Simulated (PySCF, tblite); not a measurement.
**2-methyl-3-butenoic acid (C₅H₈O₂): dynamics, then NMR shifts on frames, part 1 of 2**

Aim: move 2-methyl-3-butenoic acid (C₅H₈O₂) (`C=C[C@H](C)C(=O)O`) away from its starting geometry and see how NMR shifts follow the geometry.

The runs use tblite 0.8.0 and PySCF 2.14.0, with density-fitted response routines of our own; the level of theory stands in each step. All values are computed, except where a source is named. Atoms count from 0, in the outputs and in this text.

## (1) The molecule as given

15 atoms, charge 0, multiplicity 1; geometry from: GFN2-xTB.

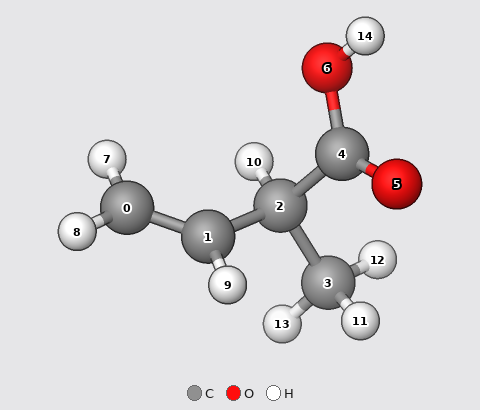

The starting geometry (carbon grey, oxygen red, hydrogen white), atoms numbered.

## (2) Dynamics with GFN2-xTB

What the job is given:

```
{"job": {"kind": "md", "xc": "GFN2-xTB", "basis": "xTB", "temperature": 300, "steps": 2000, "every": 50, "frames": 5}, "charge": 0, "multiplicity": 1}
C      2.240530     0.108895     0.116151
C      1.076487    -0.284955    -0.363254
C     -0.239035    -0.080417     0.338476
C     -1.026925    -1.387627     0.416627
C     -0.997173     0.942937    -0.485236
O     -1.611756     0.717633    -1.491400
O     -0.875729     2.174512     0.025830
H      2.323811     0.609487     1.067008
H      3.160056    -0.055878    -0.418908
H      1.002986    -0.779768    -1.322144
H     -0.066456     0.340535     1.331771
H     -1.287554    -1.719679    -0.585123
H     -1.944670    -1.245889     0.982256
H     -0.429106    -2.154821     0.901946
H     -1.329878     2.823025    -0.535910
```

Level: GFN2-xTB Langevin dynamics, gas phase.

The run is started by

```bash
OMP_NUM_THREADS=1 python probes_run.py task.json out
```

The driver reads the jobs from task.json and runs them one after another.

Log:

```text
t/fs     T/K      E/eV
    0.0   239.3   -623.01138
   25.0   133.9   -622.76957
   50.0   242.1   -622.72353
   75.0   213.5   -622.71712
  100.0   193.0   -622.64346
  125.0   232.3   -622.65419
  150.0   302.1   -622.59431
  175.0   156.0   -622.43846
  200.0   216.0   -622.49522
  225.0   251.7   -622.62897
  250.0   208.2   -622.53483
  275.0   292.9   -622.64156
  300.0   263.3   -622.51946
  325.0   313.9   -622.41059
  350.0   353.9   -622.48895
  375.0   367.9   -622.53632
  400.0   305.1   -622.54693
  425.0   327.2   -622.58110
  450.0   273.0   -622.63314
  475.0   265.3   -622.60945
  500.0   220.0   -622.39053
  525.0   408.9   -622.56716
  550.0   417.6   -622.53390
  575.0   374.3   -622.57125
  600.0   338.4   -622.44811
  625.0   428.6   -622.50320
  650.0   271.1   -622.20855
  675.0   383.1   -622.62816
  700.0   341.3   -622.33702
  725.0   306.0   -622.46101
  750.0   370.4   -622.44476
  775.0   390.1   -622.37083
  800.0   375.2   -622.47208
  825.0   362.6   -622.45986
  850.0   391.8   -622.44203
  875.0   340.9   -622.43660
  900.0   368.2   -622.53108
  925.0   282.0   -622.30563
  950.0   321.8   -622.43526
  975.0   313.9   -622.47416
 1000.0   372.8   -622.42353
```

It took 8 s on 1 thread, shared host.

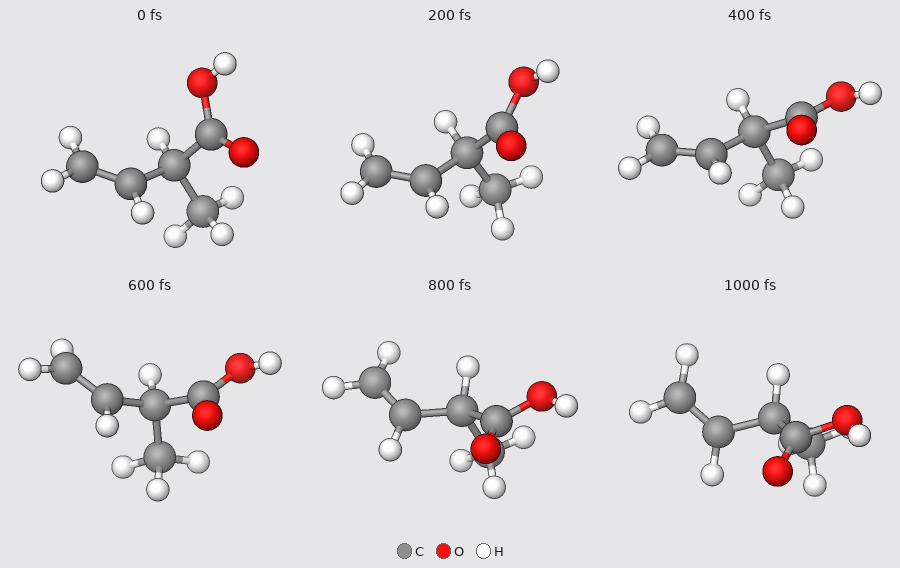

Frames of the run.

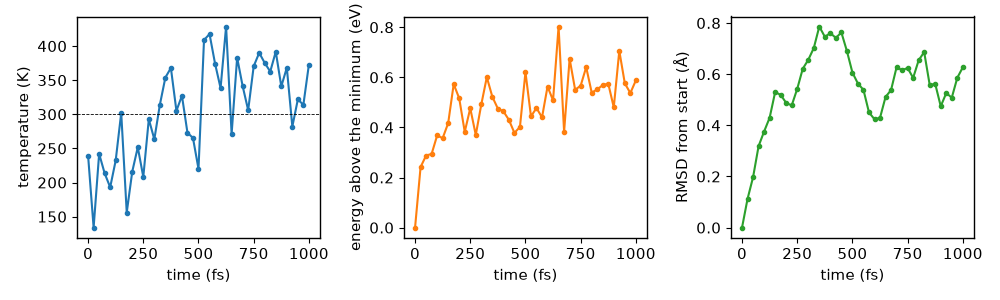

Temperature, potential energy and distance from the start.

Positions (Å) and forces (eV/Å) at 1000 fs:

```xyz
15

C     1.797    0.893    1.567   -0.110   -0.068    1.170
C     0.907    0.084    1.019    0.255   -1.171   -0.079
C    -0.442    0.499    0.564   -0.754    1.719   -0.516
C    -1.510   -0.415    1.109   -1.722   -1.200   -0.482
C    -0.638    0.427   -0.966   -0.754   -0.827   -0.866
O     0.037   -0.210   -1.755   -0.639    1.195    1.206
O    -1.881    0.924   -1.373    1.911    0.044    2.316
H     1.526    1.903    1.948    0.471   -0.772   -0.865
H     2.741    0.465    1.923   -0.383    0.477   -0.207
H     1.086   -1.020    0.923    0.176    1.204   -0.249
H    -0.643    1.519    0.983    0.123   -0.408   -0.751
H    -1.515   -1.334    0.484   -0.091    0.319    0.517
H    -2.595   -0.059    1.142    1.597    0.038   -0.322
H    -1.247   -0.687    2.107    0.103   -0.254    0.728
H    -1.975    0.782   -2.291   -0.183   -0.296   -1.599
```

## (3) Nuclear shieldings: 250 fs, PBE0/pcSseg-1

What the job is given:

```
{"job": {"kind": "nmr", "xc": "PBE0", "basis": "pcSseg-1", "pop": false}, "charge": 0, "multiplicity": 1}
C      2.003300    -0.305900     0.020300
C      0.761000    -0.375100    -0.424800
C     -0.460300     0.185000     0.269000
C     -1.452800    -0.991200     0.688000
C     -1.186200     1.090800    -0.669200
O     -1.101500     1.067400    -1.854900
O     -1.950100     1.894600    -0.024400
H      2.136300     0.151700     0.997500
H      2.900500    -0.752700    -0.383000
H      0.599200    -0.874200    -1.345600
H     -0.204100     0.788800     1.080500
H     -2.106800    -1.246600    -0.156200
H     -2.220500    -0.648000     1.441900
H     -0.845500    -1.846100     0.981100
H     -2.477400     2.457100    -0.683100
```

With the program's defaults for keys left out, this is: GIAO PBE0/pcSseg-1 NMR shielding, non-relativistic, gas phase.

Log:

```text
coarse grid: 12568 points
cycle   1  E = -345.1230940112  dE =  1.102e+00  |g| = 9.089e-01  |ddm| = 3.364e+00
cycle   2  E = -344.8606219284  dE =  2.625e-01  |g| = 1.510e+00  |ddm| = 1.784e+00
cycle   3  E = -345.2660493269  dE = -4.054e-01  |g| = 2.789e-01  |ddm| = 1.281e+00
cycle   4  E = -345.2802570209  dE = -1.421e-02  |g| = 6.433e-02  |ddm| = 2.162e-01
cycle   5  E = -345.2808508225  dE = -5.938e-04  |g| = 2.125e-02  |ddm| = 4.498e-02
cycle   6  E = -345.2809495593  dE = -9.874e-05  |g| = 4.038e-03  |ddm| = 1.905e-02
cycle   7  E = -345.2809523985  dE = -2.839e-06  |g| = 1.838e-03  |ddm| = 4.432e-03
final grid: 121432 points
cycle   8  E = -345.3431743360  dE = -1.938e-05  |g| = 1.255e-02  |ddm| = 2.721e-02
cycle   9  E = -345.3431248154  dE =  4.952e-05  |g| = 2.031e-02  |ddm| = 2.383e-02
cycle  10  E = -345.3432051153  dE = -8.030e-05  |g| = 2.617e-03  |ddm| = 1.547e-02
cycle  11  E = -345.3432064696  dE = -1.354e-06  |g| = 3.888e-04  |ddm| = 1.833e-03
cycle  12  E = -345.3432064922  dE = -2.264e-08  |g| = 1.376e-04  |ddm| = 3.009e-04
cycle  13  E = -345.3432064960  dE = -3.807e-09  |g| = 4.741e-05  |ddm| = 1.263e-04
cycle  14  E = -345.3432064965  dE = -4.997e-10  |g| = 1.308e-05  |ddm| = 4.461e-05
converged SCF energy = -345.3432064965

GIAO shielding tensors (ppm)
atom      isotropic    diamagn.    paramagn.     s11        s22        s33       span
  0 C       64.547     255.066    -190.519    -45.573     78.995    160.220    205.793
  1 C       38.860     255.149    -216.290    -86.296     44.367    158.508    244.804
  2 C      143.965     247.356    -103.390    129.372    138.222    164.302     34.930
  3 C      159.251     246.265     -87.014    138.474    151.341    187.937     49.463
  4 C       13.361     251.922    -238.561    -89.236     43.165     86.153    175.389
  5 O      -59.982     403.524    -463.506   -275.269   -181.190    276.514    551.784
  6 O      128.422     390.877    -262.455     12.785    132.308    240.173    227.388
  7 H       26.543      31.887      -5.344     23.162     24.996     31.471      8.309
  8 H       25.901      29.818      -3.917     23.722     25.258     28.723      5.000
  9 H       25.569      33.136      -7.567     22.931     24.922     28.852      5.921
 10 H       29.924      34.101      -4.177     27.030     30.132     32.610      5.579
 11 H       29.919      29.586       0.333     26.699     28.575     34.484      7.784
 12 H       28.788      27.834       0.954     24.995     26.731     34.638      9.643
 13 H       30.195      29.227       0.968     25.957     28.575     36.053     10.096
 14 H       24.571      27.260      -2.689     19.417     21.395     32.900     13.483
```

Run time: 14 s. Hardware: 1 thread, shared host.

Shifts follow as δ = σ(reference) − σ, with reference shieldings (ppm) from runs at the same level and on the same kind of geometry: 1H TMS 31.72, 13C TMS 186.9, 17O H2O 336.1. The references are single molecules in the gas phase, so shifts against H2O, NH3, PH3, H3PO4 or CFCl3 are not on the usual liquid scales and can be off by tens of ppm. Each atom is listed at this fixed geometry, with no averaging over motion; a spectrum would average atoms that exchange fast.

| atoms | environment | σ (ppm) | δ (ppm) |
| --- | --- | --- | --- |
| C4 | carboxylic acid carbon | 13.4 | 173.6 |
| C1 | alkene CH | 38.9 | 148.1 |
| C0 | terminal =CH2 carbon | 64.5 | 122.4 |
| C2 | sp3 CH α to a carbonyl | 144.0 | 43.0 |
| C3 | methyl carbon | 159.3 | 27.7 |
| H14 | hydrogen on an acid hydroxyl oxygen | 24.57 | 7.15 |
| H9 | hydrogen on an alkene CH | 25.57 | 6.15 |
| H8 | hydrogen on a terminal =CH2 carbon | 25.90 | 5.82 |
| H7 | hydrogen on a terminal =CH2 carbon | 26.54 | 5.17 |
| H12 | hydrogen on a methyl carbon | 28.79 | 2.93 |
| H11 | hydrogen on a methyl carbon | 29.92 | 1.80 |
| H10 | hydrogen on an sp3 CH α to a carbonyl | 29.92 | 1.79 |
| H13 | hydrogen on a methyl carbon | 30.19 | 1.52 |
| O5 | carbonyl oxygen | -60.0 | 396.1 |
| O6 | acid hydroxyl oxygen | 128.4 | 207.7 |

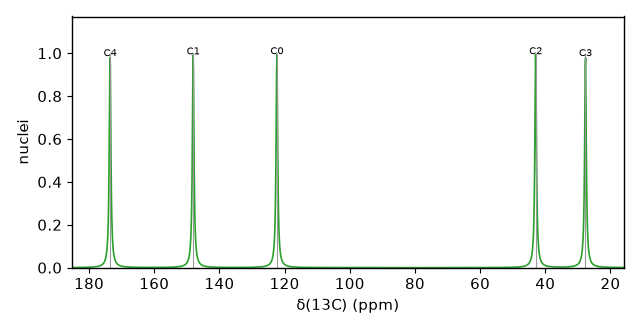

13C lines at the computed shifts, without couplings. Lines are broadened to a width of 0.58 ppm (Lorentzian).

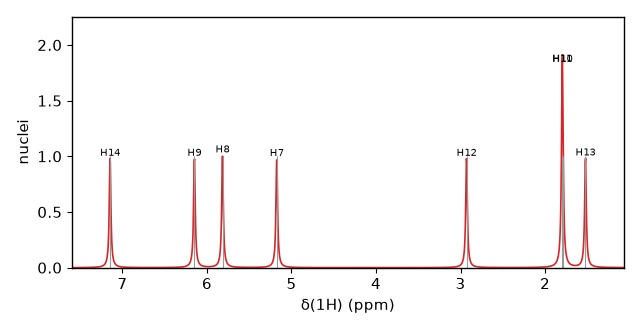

1H lines at the computed shifts, without couplings. Lines are broadened to a width of 0.02 ppm (Lorentzian).

## (4) Shielding tensors: 425 fs, PBE0/pcSseg-1

What the job is given:

```
{"job": {"kind": "nmr", "xc": "PBE0", "basis": "pcSseg-1", "pop": false}, "charge": 0, "multiplicity": 1}
C      2.108400    -0.112700     0.530800
C      0.939200    -0.044000    -0.137700
C     -0.437900     0.182100     0.454500
C     -1.093200    -1.175200     0.829400
C     -1.306000     0.724300    -0.607000
O     -1.051600     0.795800    -1.802200
O     -2.487400     1.081600    -0.134300
H      2.094500     0.084500     1.606900
H      3.079900    -0.185100     0.093600
H      0.926200    -0.132700    -1.166100
H     -0.393100     0.795400     1.375000
H     -1.462900    -1.728700    -0.068200
H     -2.000600    -1.146000     1.512600
H     -0.285800    -1.779800     1.277100
H     -3.010300     1.392900    -0.903900
```

Level: GIAO PBE0/pcSseg-1 NMR shielding, non-relativistic, gas phase.

Log:

```text
coarse grid: 12568 points
cycle   1  E = -345.1211311620  dE =  9.929e-01  |g| = 9.214e-01  |ddm| = 3.365e+00
cycle   2  E = -344.7894647242  dE =  3.317e-01  |g| = 1.629e+00  |ddm| = 1.942e+00
cycle   3  E = -345.2661732661  dE = -4.767e-01  |g| = 3.028e-01  |ddm| = 1.450e+00
cycle   4  E = -345.2830051293  dE = -1.683e-02  |g| = 7.368e-02  |ddm| = 2.438e-01
cycle   5  E = -345.2838093776  dE = -8.042e-04  |g| = 2.327e-02  |ddm| = 5.310e-02
cycle   6  E = -345.2839295223  dE = -1.201e-04  |g| = 4.905e-03  |ddm| = 2.122e-02
cycle   7  E = -345.2839336692  dE = -4.147e-06  |g| = 2.235e-03  |ddm| = 5.131e-03
final grid: 121432 points
cycle   8  E = -345.3459150577  dE = -1.656e-05  |g| = 1.296e-02  |ddm| = 3.013e-02
cycle   9  E = -345.3458490400  dE =  6.602e-05  |g| = 2.239e-02  |ddm| = 2.581e-02
cycle  10  E = -345.3459478971  dE = -9.886e-05  |g| = 2.834e-03  |ddm| = 1.730e-02
cycle  11  E = -345.3459494781  dE = -1.581e-06  |g| = 4.209e-04  |ddm| = 1.983e-03
cycle  12  E = -345.3459495053  dE = -2.723e-08  |g| = 1.615e-04  |ddm| = 3.569e-04
cycle  13  E = -345.3459495104  dE = -5.119e-09  |g| = 5.675e-05  |ddm| = 1.557e-04
cycle  14  E = -345.3459495112  dE = -7.500e-10  |g| = 1.383e-05  |ddm| = 5.092e-05
converged SCF energy = -345.3459495112

GIAO shielding tensors (ppm)
atom      isotropic    diamagn.    paramagn.     s11        s22        s33       span
  0 C       60.182     253.854    -193.672    -57.810     74.096    164.259    222.070
  1 C       31.319     256.245    -224.926    -95.579     31.581    157.954    253.533
  2 C      144.667     248.289    -103.622    131.300    136.842    165.860     34.559
  3 C      152.810     247.555     -94.745    124.665    152.401    181.363     56.698
  4 C        3.206     250.402    -247.196   -101.590     31.505     79.703    181.293
  5 O      -92.926     403.512    -496.439   -313.962   -228.448    263.632    577.594
  6 O      119.788     390.426    -270.637    -23.912    144.373    238.905    262.817
  7 H       26.098      31.091      -4.993     22.428     24.803     31.064      8.636
  8 H       25.777      30.031      -4.254     23.083     25.393     28.854      5.771
  9 H       25.028      34.481      -9.454     20.661     24.213     30.209      9.548
 10 H       27.975      31.204      -3.229     24.434     27.447     32.044      7.610
 11 H       29.563      29.342       0.220     26.554     27.951     34.182      7.628
 12 H       28.516      27.933       0.583     24.912     26.242     34.393      9.482
 13 H       29.900      29.720       0.180     25.351     29.035     35.314      9.963
 14 H       25.082      29.040      -3.957     20.449     21.934     32.865     12.416
```

Run time: 14 s. Hardware: 1 thread, shared host.

This run: δ C4 183.7, C1 155.6, C0 126.7, C2 42.3, H9 6.69, H14 6.63 ppm.

(Continued in part 2 of 2.)
